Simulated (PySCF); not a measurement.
# C2H9OSi2: one change and its effect

System: C2H9OSi2, charge −1, SMILES CC[SiH2]O[SiH2-].
Method of run 1: GIAO B3LYP/pcSseg-1 NMR shielding, non-relativistic, gas phase (PySCF 2.14.0).

The geometry comes from this level: GFN2-xTB. Text and figures count atoms from 1; the logs count them from 0 in places.

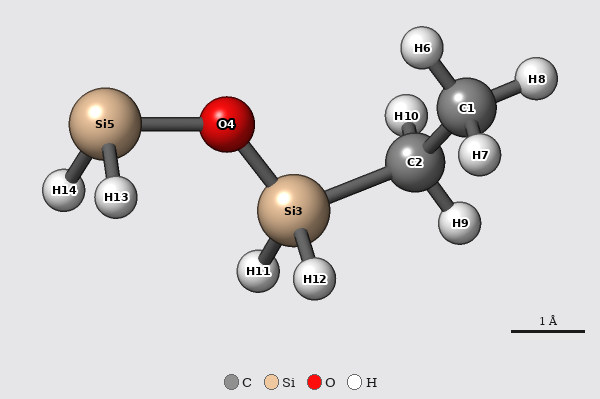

**Figure 1.** The input geometry (ball-and-stick view, seen at a tilt; atoms are numbered from 1 in the order of the input).

### Input file, run 1
```
{"job": {"kind": "nmr", "xc": "B3LYP", "basis": "pcSseg-1", "pop": false}, "charge": -1, "multiplicity": 1}
C     -1.985166    -0.257638     0.688520
C     -1.156651    -0.796474    -0.459637
Si     0.482301     0.137140    -0.662160
O      1.342570    -0.043161     0.625219
Si     2.967226     0.568584     1.012842
H     -1.417164    -0.324069     1.614276
H     -2.226387     0.791361     0.517690
H     -2.924291    -0.806193     0.818904
H     -1.721572    -0.711128    -1.390635
H     -0.970667    -1.860119    -0.304442
H      1.093529    -0.393799    -1.903488
H      0.115237     1.538215    -0.975092
H      2.743396     2.007066     0.648226
H      3.656962     0.149743    -0.252390
```

The first line tells a small driver script what to run in PySCF; the rest is the geometry in Å.

Launched with:
```bash
OMP_NUM_THREADS=1 python <driver script> task.json out
```

Hardware: 1 CPU thread, shared host.

### Output (run 1)
```
coarse grid: 12088 points
cycle   1  E = -735.6926724354  dE =  2.542e-01  |g| = 9.538e-01  |ddm| = 3.259e+00
cycle   2  E = -735.1076011036  dE =  5.851e-01  |g| = 1.920e+00  |ddm| = 3.717e+00
cycle   3  E = -735.8708317449  dE = -7.632e-01  |g| = 1.995e-01  |ddm| = 3.045e+00
cycle   4  E = -735.8776985394  dE = -6.867e-03  |g| = 1.064e-01  |ddm| = 2.707e-01
cycle   5  E = -735.8804328381  dE = -2.734e-03  |g| = 1.362e-02  |ddm| = 9.532e-02
cycle   6  E = -735.8804916912  dE = -5.885e-05  |g| = 3.072e-03  |ddm| = 2.500e-02
cycle   7  E = -735.8804937789  dE = -2.088e-06  |g| = 9.056e-04  |ddm| = 4.214e-03
final grid: 105824 points
cycle   8  E = -735.9222278989  dE = -1.716e-05  |g| = 5.870e-03  |ddm| = 1.703e-02
cycle   9  E = -735.9222205211  dE =  7.378e-06  |g| = 8.274e-03  |ddm| = 1.074e-02
cycle  10  E = -735.9222354117  dE = -1.489e-05  |g| = 1.110e-03  |ddm| = 6.916e-03
cycle  11  E = -735.9222356484  dE = -2.368e-07  |g| = 2.012e-04  |ddm| = 1.280e-03
cycle  12  E = -735.9222356567  dE = -8.286e-09  |g| = 4.620e-05  |ddm| = 2.157e-04
cycle  13  E = -735.9222356571  dE = -4.272e-10  |g| = 1.398e-05  |ddm| = 6.217e-05
converged SCF energy = -735.9222356571

GIAO shielding tensors (ppm)
atom      isotropic    diamagn.    paramagn.     s11        s22        s33       span
  0 C      169.256     245.613     -76.357    157.945    169.081    180.741     22.795
  1 C      165.736     251.811     -86.075    153.516    169.280    174.411     20.895
  2 Si     377.218     880.517    -503.298    326.302    336.500    468.853    142.551
  3 O      347.267     396.775     -49.508    272.251    309.668    459.881    187.630
  4 Si     324.199     875.560    -551.361     55.945    387.342    529.311    473.366
  5 H       30.318      30.897      -0.579     25.643     30.107     35.203      9.560
  6 H       31.066      30.995       0.071     27.261     29.301     36.637      9.376
  7 H       30.838      28.849       1.989     25.963     28.831     37.721     11.758
  8 H       32.272      32.179       0.093     27.846     30.982     37.989     10.143
  9 H       31.352      32.365      -1.013     27.946     29.754     36.357      8.411
 10 H       27.397      31.129      -3.732     24.500     26.034     31.657      7.157
 11 H       27.534      31.649      -4.115     24.882     26.165     31.554      6.672
 12 H       25.571      30.099      -4.527     19.169     26.031     31.515     12.346
 13 H       25.530      29.928      -4.398     19.191     25.974     31.423     12.233
```

The input of run 2 differs as follows (lines with − go, lines with + come):
```diff
-"xc": "B3LYP"
+"xc": "OLYP"
```

Predict how the results change.

The total energies belong to different methods, so their difference says nothing on which is more stable or more accurate. The HOMO goes from 0.43 to 1.42 eV. The LUMO goes from 4.35 to 3.86 eV. Of all shieldings, the largest change is that of Si3, by +10.0 ppm. The functional changes from B3LYP to OLYP. Exact exchange removes part of the self-interaction error of semilocal functionals, which pushes filled and empty levels apart. The SCF takes 15 iterations against 13.

### Output (run 2)
```
coarse grid: 12088 points
cycle   1  E = -735.5048747091  dE =  2.551e-01  |g| = 1.013e+00  |ddm| = 3.310e+00
cycle   2  E = -733.9288599932  dE =  1.576e+00  |g| = 2.739e+00  |ddm| = 7.581e+00
cycle   3  E = -735.6982365265  dE = -1.769e+00  |g| = 3.582e-01  |ddm| = 7.114e+00
cycle   4  E = -735.7211021950  dE = -2.287e-02  |g| = 2.337e-01  |ddm| = 6.582e-01
cycle   5  E = -735.7338007760  dE = -1.270e-02  |g| = 3.771e-02  |ddm| = 2.208e-01
cycle   6  E = -735.7342488741  dE = -4.481e-04  |g| = 9.588e-03  |ddm| = 7.460e-02
cycle   7  E = -735.7342725395  dE = -2.367e-05  |g| = 3.219e-03  |ddm| = 1.541e-02
cycle   8  E = -735.7342749174  dE = -2.378e-06  |g| = 8.792e-04  |ddm| = 3.565e-03
final grid: 105824 points
cycle   9  E = -735.7785698596  dE = -1.896e-05  |g| = 2.335e-02  |ddm| = 3.543e-02
cycle  10  E = -735.7782287752  dE =  3.411e-04  |g| = 4.776e-02  |ddm| = 6.274e-02
cycle  11  E = -735.7786537745  dE = -4.250e-04  |g| = 5.126e-03  |ddm| = 4.951e-02
cycle  12  E = -735.7786584885  dE = -4.714e-06  |g| = 1.590e-03  |ddm| = 8.364e-03
cycle  13  E = -735.7786591836  dE = -6.952e-07  |g| = 1.699e-04  |ddm| = 1.878e-03
cycle  14  E = -735.7786591918  dE = -8.121e-09  |g| = 3.756e-05  |ddm| = 4.167e-04
cycle  15  E = -735.7786591922  dE = -4.028e-10  |g| = 1.228e-05  |ddm| = 7.214e-05
converged SCF energy = -735.7786591922

GIAO shielding tensors (ppm)
atom      isotropic    diamagn.    paramagn.     s11        s22        s33       span
  0 C      169.855     245.368     -75.514    158.113    169.057    182.393     24.280
  1 C      166.524     251.607     -85.083    155.367    170.262    173.942     18.575
  2 Si     387.190     881.563    -494.373    336.093    345.779    479.699    143.606
  3 O      342.517     394.984     -52.467    268.490    309.557    449.505    181.015
  4 Si     333.285     876.382    -543.096     72.128    389.726    538.003    465.875
  5 H       30.207      30.812      -0.605     25.640     30.024     34.956      9.317
  6 H       30.970      30.880       0.090     27.280     29.228     36.402      9.123
  7 H       30.722      28.764       1.959     25.912     28.779     37.476     11.565
  8 H       32.064      32.079      -0.016     27.767     30.800     37.623      9.856
  9 H       31.202      32.289      -1.087     27.839     29.654     36.111      8.272
 10 H       27.229      31.108      -3.879     24.479     25.769     31.440      6.961
 11 H       27.379      31.639      -4.260     24.849     25.907     31.380      6.531
 12 H       25.277      29.933      -4.655     18.727     25.804     31.301     12.574
 13 H       25.235      29.757      -4.522     18.732     25.751     31.223     12.490
```

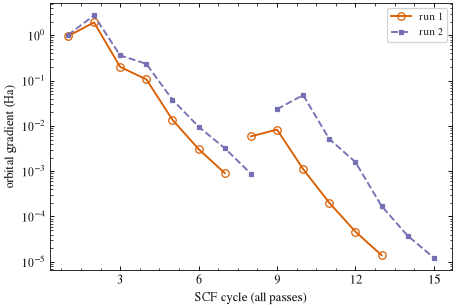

**Figure 2.** Convergence of the two runs: orbital gradient against the SCF cycle. A break in a curve parts two SCF passes (coarse and final grid). Run 1 takes 13 cycles in all, and run 2 takes 15.

### The two runs side by side

| quantity | run 1 | run 2 |
| --- | --- | --- |
| outcome | converged | converged |
| total energy (hartree) | −735.922236 | −735.778659 |
| HOMO (eV) | 0.43 | 1.42 |
| LUMO (eV) | 4.35 | 3.86 |
| shielding of C1 (ppm) | 169.3 | 169.9 |
| shielding of C2 (ppm) | 165.7 | 166.5 |
| shielding of Si3 (ppm) | 377.2 | 387.2 |
| shielding of O4 (ppm) | 347.3 | 342.5 |
| shielding of Si5 (ppm) | 324.2 | 333.3 |
| shielding of H13 (ppm) | 25.6 | 25.3 |
| shielding of H14 (ppm) | 25.5 | 25.2 |
| SCF iterations | 13 | 15 |
| basis functions | 144 | 144 |
| wall time (shared host) | 8.8 s | 13 s |

For both runs: The highest filled orbital lies above zero: either the extra electron isn't bound at this level, or the self-interaction error of the functional lifts the level.
